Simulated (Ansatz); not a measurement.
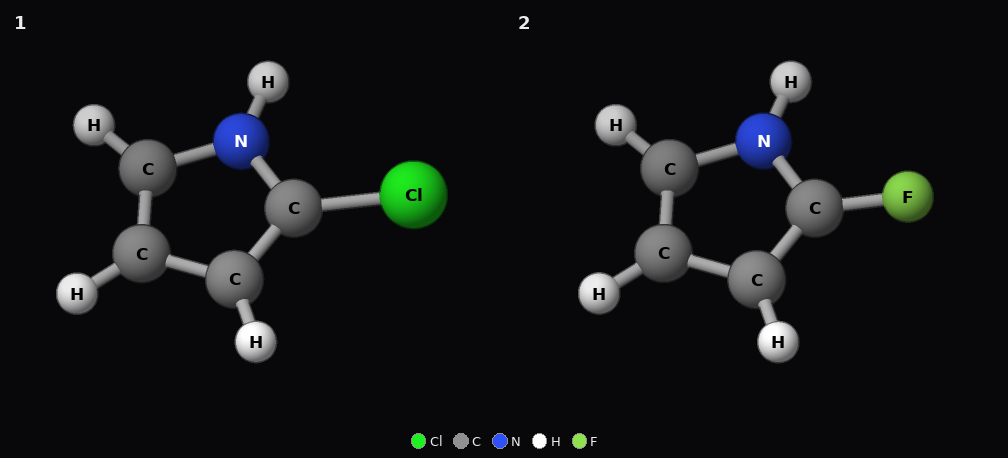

2 molecules with one skeleton, seen from the same side and at one scale. Charge 0, singlet. Computed geometries: PBE0-D4/def2-TZVP optimisations, one conformation each. Properties computed with Ansatz 0.2.0.

One atom differs, called X below: Cl in panel 1, F in panel 2. Their formulas are C4H4ClN (`Clc1ccc[nH]1`), C4H4FN (`Fc1ccc[nH]1`).

### In which is the length of X–C larger (PBE0-D4/def2-TZVP)?

In panel 1 (X = Cl).

Give the values. With PBE0-D4/def2-TZVP: length of X–C (Å), angle X–C–N (°). With ωB97M-V/def2-TZVPP: dipole moment (D), HOMO energy (Kohn–Sham orbital) (eV), HOMO–LUMO gap (eV).

```
                            quantity  1 (Cl)  2 (F)   2 − 1
                   length of X–C (Å)   1.703  1.324  −0.379
                     angle X–C–N (°)   120.5  119.0    −1.5
                   dipole moment (D)    1.79   1.82   +0.03
HOMO energy (Kohn–Sham orbital) (eV)   −8.25  −8.27   −0.02
                  HOMO–LUMO gap (eV)   10.66  10.73   +0.07
```
